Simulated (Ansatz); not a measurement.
**C2H6AlFO: geometry relaxation (part 1 of 2)**

- system: C2H6AlFO
- method: RKS PBE0-D4/def2-TZVP (Ansatz 0.2.0)

The geometry: PBE-D4/def2-SVP start. Figures and captions count atoms from 1; the log counts them from 0 in places.

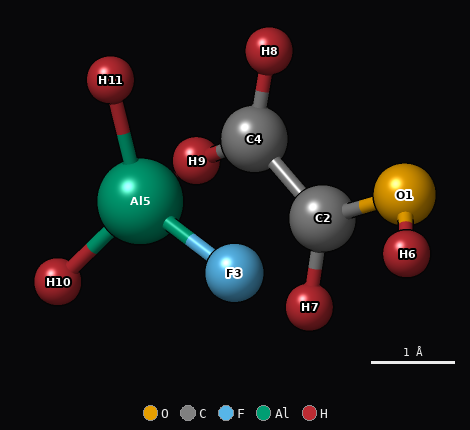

**Figure 1.** The input geometry (ball-and-stick view, seen at a tilt; atoms are numbered from 1 in the order of the input). Sticks mark near contacts. Bond lengths as drawn: Al–F 1.73 Å, Al–H 1.60 Å, C–C 1.37 Å, C–H 1.10 to 1.11 Å, C–O 1.34 Å and H–O 0.98 Å.

## Input file
```yaml
crystal:
  periodic: [false, false, false]
  atoms:
    - {symbol: O, position_ang: [0.780972, -0.336015, 1.745340]}
    - {symbol: C, position_ang: [-0.109918, 0.367537, 1.040305]}
    - {symbol: F, position_ang: [1.882815, 0.138901, -0.670364]}
    - {symbol: C, position_ang: [-1.181958, -0.215773, 0.428203]}
    - {symbol: Al, position_ang: [0.367635, -0.141441, -1.451141]}
    - {symbol: H, position_ang: [1.668795, 0.039917, 1.553525]}
    - {symbol: H, position_ang: [0.070769, 1.457263, 0.937119]}
    - {symbol: H, position_ang: [-1.371137, -1.293502, 0.554489]}
    - {symbol: H, position_ang: [-1.967925, 0.417586, -0.009795]}
    - {symbol: H, position_ang: [-0.195902, 1.160659, -2.191758]}
    - {symbol: H, position_ang: [0.121254, -1.652233, -1.915422]}
basis:
  gaussian: {orbitals: def2-TZVP}
hamiltonian: {xc: pbe0, dispersion: d4}
relax: {f_tol: 0.005, max_steps: 150}
```

Run as:
```bash
ansatz run in.yaml --threads 4 --pin off --events-out ev --progress --plain --max-ram 10444MiB
```

## What the program printed
```
Functional definition: PBE0
  name "PBE0"
  cite "Adamo & Barone, J. Chem. Phys. 110, 6158 (1999) doi:10.1063/1.478522"
  cite "Perdew, Burke & Ernzerhof, Phys. Rev. Lett. 77, 3865 (1996) doi:10.1103/PhysRevLett.77.3865"
  parent pbe
  parameter a = 0.25
  parameter kappa = 0.804
  parameter beta = 0.06672455060314922
  exchange = (1 - a)*pbe_x(kappa = kappa, mu = beta*pi^2/3) + a*exact_x
  correlation = pbe_c(beta = beta)
1210 factors; their error is unknown
mean field evaluation 1: about -13519.9426 eV, gradient 6.0e1 eV
mean field evaluation 2: about -13515.8437 eV, gradient 7.9e1 eV
mean field evaluation 4: about -13526.2668 eV, gradient 3.5e0 eV
mean field evaluation 8: about -13526.3123 eV, gradient 4.4e-1 eV
mean field evaluation 16: about -13526.3125 eV, gradient 2.7e-5 eV
mean field -13526.31250236 eV, -497.0828159980 hartree, gradient 2.7e-5 eV, S^2 0.000000; 0 other end points of the search recorded, 0 dependent functions left out
the calculation of the forces begins
reference -13526.31253654 eV, -497.0828172541 hartree; 24, 24 occupied and 173, 173 virtual orbitals, 1210 factors
relax step   1: F+E_penalty+E_count = -13526.48895104 eV  Δ(F+E_penalty+E_count) = +0.000e0 eV  max|allowed force component| = 6.363e-1 eV/Å  Δτ_max = 0.0000 Å  (28 SCF iters, accepted)
these checks for a lower state are left out or cut short: starts, cluster_reference, orbital_swaps, neighbouring_geometries, increment
1210 factors; their error is unknown
mean field -13526.35932443 eV, -497.0845366773 hartree, gradient 9.1e-6 eV, S^2 0.000000; 0 other end points of the search recorded, 0 dependent functions left out
[... from here on the field's lines of each further geometry are left out, up to the last ...]
relax step   2: F+E_penalty+E_count = -13526.53527305 eV  Δ(F+E_penalty+E_count) = -4.632e-2 eV  max|allowed force component| = 5.683e-1 eV/Å  Δτ_max = 0.0745 Å  (32 SCF iters, accepted)
relax step   3: F+E_penalty+E_count = -13526.54841426 eV  Δ(F+E_penalty+E_count) = -1.314e-2 eV  max|allowed force component| = 3.301e-1 eV/Å  Δτ_max = 0.0361 Å  (33 SCF iters, accepted)
relax step   4: F+E_penalty+E_count = -13526.55367733 eV  Δ(F+E_penalty+E_count) = -5.263e-3 eV  max|allowed force component| = 1.497e-1 eV/Å  Δτ_max = 0.0232 Å  (31 SCF iters, accepted)
relax step   5: F+E_penalty+E_count = -13526.55768995 eV  Δ(F+E_penalty+E_count) = -4.013e-3 eV  max|allowed force component| = 1.197e-1 eV/Å  Δτ_max = 0.0680 Å  (33 SCF iters, accepted)
relax step   6: F+E_penalty+E_count = -13526.55910666 eV  Δ(F+E_penalty+E_count) = -1.417e-3 eV  max|allowed force component| = 1.258e-1 eV/Å  Δτ_max = 0.0423 Å  (32 SCF iters, accepted)
relax step   7: F+E_penalty+E_count = -13526.55919466 eV  Δ(F+E_penalty+E_count) = -8.800e-5 eV  max|allowed force component| = 1.133e-1 eV/Å  Δτ_max = 0.0364 Å  (31 SCF iters, accepted)
relax step   8: F+E_penalty+E_count = -13526.56046700 eV  Δ(F+E_penalty+E_count) = -1.272e-3 eV  max|allowed force component| = 5.396e-2 eV/Å  Δτ_max = 0.0365 Å  (32 SCF iters, accepted)
relax step   9: F+E_penalty+E_count = -13526.56062240 eV  Δ(F+E_penalty+E_count) = -1.554e-4 eV  max|allowed force component| = 4.973e-2 eV/Å  Δτ_max = 0.0096 Å  (32 SCF iters, accepted)
relax step  10: F+E_penalty+E_count = -13526.56077049 eV  Δ(F+E_penalty+E_count) = -1.481e-4 eV  max|allowed force component| = 2.401e-2 eV/Å  Δτ_max = 0.0085 Å  (32 SCF iters, accepted)
relax step  11: F+E_penalty+E_count = -13526.56080196 eV  Δ(F+E_penalty+E_count) = -3.146e-5 eV  max|allowed force component| = 1.266e-2 eV/Å  Δτ_max = 0.0056 Å  (32 SCF iters, accepted)
relax step  12: F+E_penalty+E_count = -13526.56081942 eV  Δ(F+E_penalty+E_count) = -1.746e-5 eV  max|allowed force component| = 7.674e-3 eV/Å  Δτ_max = 0.0037 Å  (32 SCF iters, accepted)
relax step  13: F+E_penalty+E_count = -13526.56083691 eV  Δ(F+E_penalty+E_count) = -1.749e-5 eV  max|allowed force component| = 6.766e-3 eV/Å  Δτ_max = 0.0057 Å  (32 SCF iters, accepted)
relax step  14: F+E_penalty+E_count = -13526.56085576 eV  Δ(F+E_penalty+E_count) = -1.885e-5 eV  max|allowed force component| = 1.413e-2 eV/Å  Δτ_max = 0.0087 Å  (33 SCF iters, accepted)
relax step  15: F+E_penalty+E_count = -13526.56087420 eV  Δ(F+E_penalty+E_count) = -1.845e-5 eV  max|allowed force component| = 1.356e-2 eV/Å  Δτ_max = 0.0106 Å  (32 SCF iters, accepted)
relax step  16: F+E_penalty+E_count = -13526.56088397 eV  Δ(F+E_penalty+E_count) = -9.763e-6 eV  max|allowed force component| = 8.716e-3 eV/Å  Δτ_max = 0.0074 Å  (33 SCF iters, accepted)
relax step  17: F+E_penalty+E_count = -13526.56088382 eV  Δ(F+E_penalty+E_count) = +1.464e-7 eV  max|allowed force component| = 4.532e-3 eV/Å  Δτ_max = 0.0038 Å  (33 SCF iters, rejected (line search))
the calculation of the forces begins
reference -13526.38600509 eV, -497.0855171732 hartree; 24, 24 occupied and 173, 173 virtual orbitals, 1210 factors
relax step  18: F+E_penalty+E_count = -13526.56088708 eV  Δ(F+E_penalty+E_count) = -3.112e-6 eV  max|allowed force component| = 2.955e-3 eV/Å  Δτ_max = 0.0019 Å  (33 SCF iters, accepted)
```

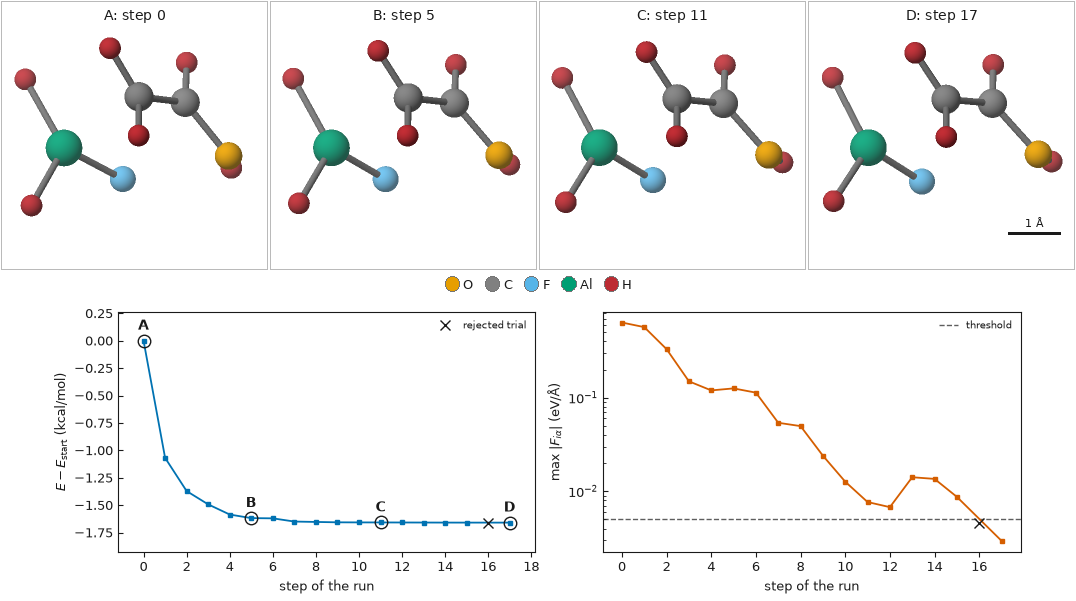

**Figure 2.** Frames of the relaxation (ball-and-stick view, seen at a tilt) above the curves, on which the letters mark them (the first geometry is step 0 here and step 1 in the log).

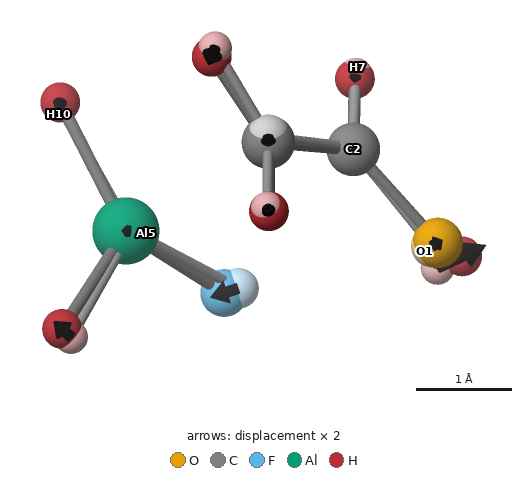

**Figure 3.** Start (faint) and end (solid) with the displacements as black arrows, magnified 2 times (ball-and-stick view, seen at a tilt). The two geometries are laid on each other by the best rigid fit. The largest move after the best rigid fit is that of H6, 0.29 Å. Largest moves by element: H 0.29 Å, F 0.16 Å, O 0.07 Å, C 0.06 Å, Al 0.05 Å. Among the contacts that change: F3–Al5 1.727 → 1.684 Å, C2–C4 1.365 → 1.344 Å, C2–H7 1.109 → 1.089 Å, O1–H6 0.983 → 0.964 Å. Among the angles that change: C2–O1–H6 107.3° → 110.0°. After 17 geometry steps the energy has fallen by 1.66 kcal/mol. Largest force component: 0.64 eV/Å at the start, 0.003 eV/Å at the end. The line search rejected the trial step at point 16 (counted from 0) and went back. (Atoms are counted from 1 in the order of the input.)

```
1210 factors; their error is unknown
mean field -13526.38597088 eV, -497.0855159163 hartree, gradient 8.8e-6 eV, S^2 0.000000; 1 other end points of the search recorded, 0 dependent functions left out
the calculation of the forces begins
reference -13526.38600509 eV, -497.0855171732 hartree; 24, 24 occupied and 173, 173 virtual orbitals, 1210 factors
Total energy: -13526.56092128 eV, -497.0919452248 hartree
Atom 0 at     0.755410    -0.321577     1.806112 Å, force     0.000823    -0.000024     0.000029 eV/Å
Atom 1 at    -0.088353     0.359478     1.040083 Å, force    -0.001195     0.000829     0.001793 eV/Å
Atom 2 at     1.872873     0.086320    -0.819513 Å, force     0.000551    -0.000100    -0.001350 eV/Å
Atom 3 at    -1.120929    -0.232703     0.415709 Å, force    -0.001216     0.000563    -0.000655 eV/Å
Atom 4 at     0.349079    -0.143131    -1.497974 Å, force    -0.001161     0.000830     0.002955 eV/Å
Atom 5 at     1.611254     0.121131     1.827671 Å, force    -0.000640    -0.000267    -0.000287 eV/Å
Atom 6 at     0.099678     1.426000     0.924938 Å, force     0.000945    -0.000903    -0.000522 eV/Å
Atom 7 at    -1.316456    -1.288898     0.554516 Å, force     0.000560    -0.000084     0.000351 eV/Å
Atom 8 at    -1.868541     0.383552    -0.067894 Å, force     0.000122    -0.000896     0.000007 eV/Å
Atom 9 at    -0.247745     1.165467    -2.171258 Å, force     0.000824    -0.000340    -0.001520 eV/Å
Atom 10 at     0.019132    -1.612741    -1.991888 Å, force     0.000386     0.000393    -0.000800 eV/Å
Dipole moment:    -0.229634     0.255914     0.600444 e Å
```

## Trajectory as extended XYZ (Å, eV, eV/Å), 18 frames, from step=1 to step=18
```
11
Properties=species:S:1:pos:R:3:forces:R:3 step=1 energy=-13526.48895
O     0.7810   -0.3360    1.7453    0.3042   0.5663  -0.3650
C    -0.1099    0.3675    1.0403   -0.5277  -0.0466  -0.3915
F     1.8828    0.1389   -0.6704   -0.5908  -0.0965  -0.4166
C    -1.1820   -0.2158    0.4282    0.3464   0.1471   0.3758
Al    0.3676   -0.1414   -1.4511    0.5277   0.0893   0.2530
H     1.6688    0.0399    1.5535   -0.6218  -0.3318   0.1945
H     0.0708    1.4573    0.9371   -0.0876  -0.6363   0.0788
H    -1.3711   -1.2935    0.5545    0.1112   0.5921  -0.0797
H    -1.9679    0.4176   -0.0098    0.4627  -0.3206   0.2254
H    -0.1959    1.1607   -2.1918    0.0580  -0.1817   0.0784
H     0.1213   -1.6522   -1.9154    0.0178   0.2186   0.0470
11
Properties=species:S:1:pos:R:3:forces:R:3 step=2 energy=-13526.53527
O     0.7538   -0.3287    1.7753    0.2425   0.1747  -0.2188
C    -0.1121    0.3638    1.0381   -0.2626   0.0193  -0.1441
F     1.9027    0.1613   -0.7386   -0.5524  -0.1174  -0.1423
C    -1.1727   -0.2169    0.4386    0.1160   0.0464   0.0936
Al    0.3642   -0.1329   -1.4409    0.5683   0.0967   0.0824
H     1.6438    0.0146    1.5857   -0.1869  -0.1110   0.1621
H     0.0757    1.4365    0.9211    0.0004  -0.1771   0.0333
H    -1.3651   -1.2797    0.5716    0.0172   0.1700  -0.0251
H    -1.9301    0.4075   -0.0307    0.1256  -0.0998   0.0774
H    -0.2101    1.1432   -2.1892   -0.0424  -0.0115   0.0431
H     0.1154   -1.6259   -1.9106   -0.0257   0.0096   0.0384
11
Properties=species:S:1:pos:R:3:forces:R:3 step=3 energy=-13526.54841
O     0.7550   -0.3294    1.7718    0.0569   0.0314  -0.0739
C    -0.1056    0.3626    1.0305    0.0005  -0.0003   0.1005
F     1.8729    0.1523   -0.7204   -0.2624  -0.0585  -0.1809
C    -1.1552   -0.2151    0.4292   -0.0734  -0.0264  -0.0346
Al    0.3641   -0.1343   -1.4594    0.3301   0.0632   0.1943
H     1.6403    0.0265    1.6174    0.0225  -0.0173   0.0909
H     0.0787    1.4287    0.9240    0.0525   0.0809  -0.0128
H    -1.3479   -1.2703    0.5593   -0.0298  -0.0964   0.0012
H    -1.9047    0.4062   -0.0400   -0.0678   0.0379  -0.0282
H    -0.2310    1.1407   -2.1828   -0.0203   0.0361  -0.0269
H     0.0988   -1.6248   -1.9091   -0.0089  -0.0506  -0.0297
11
Properties=species:S:1:pos:R:3:forces:R:3 step=4 energy=-13526.55368
O     0.7565   -0.3327    1.7690    0.0262   0.0313  -0.0570
C    -0.1066    0.3624    1.0333    0.0213  -0.0186   0.0552
F     1.8739    0.1461   -0.7380   -0.1043  -0.0205  -0.0758
C    -1.1561   -0.2143    0.4284   -0.0472  -0.0194  -0.0080
Al    0.3673   -0.1359   -1.4595    0.1497   0.0282   0.0642
H     1.6389    0.0379    1.6375    0.0201  -0.0157   0.0763
H     0.0810    1.4287    0.9284    0.0278   0.0623  -0.0020
H    -1.3482   -1.2711    0.5530   -0.0224  -0.0666   0.0071
H    -1.9082    0.4086   -0.0355   -0.0422   0.0274  -0.0287
H    -0.2321    1.1397   -2.1822   -0.0159   0.0232  -0.0162
H     0.0990   -1.6265   -1.9139   -0.0131  -0.0317  -0.0151
11
Properties=species:S:1:pos:R:3:forces:R:3 step=5 energy=-13526.55769
O     0.7569   -0.3383    1.7764    0.0938   0.0688  -0.0611
C    -0.1008    0.3594    1.0363   -0.0146  -0.0152   0.0491
F     1.8709    0.1398   -0.7739    0.1197   0.0259   0.0486
C    -1.1507   -0.2159    0.4264    0.0151  -0.0046   0.0115
Al    0.3677   -0.1367   -1.4731   -0.1097  -0.0318  -0.0747
H     1.6356    0.0594    1.7019   -0.0996  -0.0534   0.0515
H     0.0892    1.4274    0.9390    0.0079   0.0018  -0.0232
H    -1.3493   -1.2732    0.5522    0.0056  -0.0040  -0.0056
H    -1.9002    0.4095   -0.0412   -0.0052   0.0092  -0.0039
H    -0.2423    1.1399   -2.1928   -0.0041  -0.0025   0.0065
H     0.0885   -1.6283   -1.9307   -0.0090   0.0060   0.0014
```
